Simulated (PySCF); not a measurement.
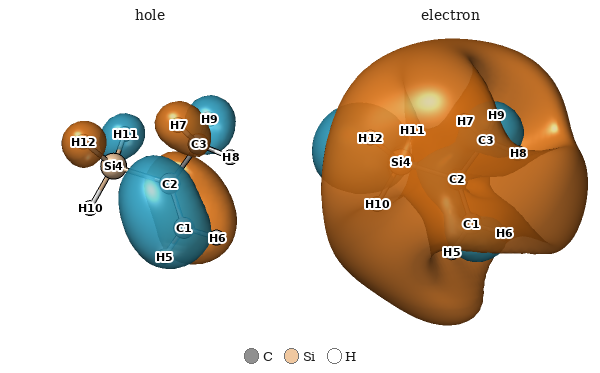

C$_{3}$H$_{8}$Si, SMILES `C=C(C)[SiH3]`. Leading natural transition orbital pair of S₁ (full linear response singlet states); the surfaces enclose about 85 % of each orbital's density.

Method: B3LYP/def2-SVPD; geometry: GFN2-xTB; program: PySCF. No frequency check shows the geometry to be a minimum.

**What kind of excitation is it, and where does it lie?**

6.67 eV (186 nm), f = 0.002 (very weak), π → diffuse (Rydberg-like) orbital; the leading pair carries 98 %; hole on C1 (39 %), C2 (32 %) and C3 (6 %), electron on Si4 (27 %), H5, H7, H9, H11 and H12 (7 % each) and C1 (8 %) (atom shares of so diffuse an orbital are rough); their centroids lie 1.0 Å apart. In canonical orbitals it is mainly HOMO → LUMO+1 (94 %). The HOMO–LUMO gap is 7.02 eV.

Run time: 13 min on 1 thread of Arm Neoverse V2, with other jobs on the host, peak memory 0.82 GiB.
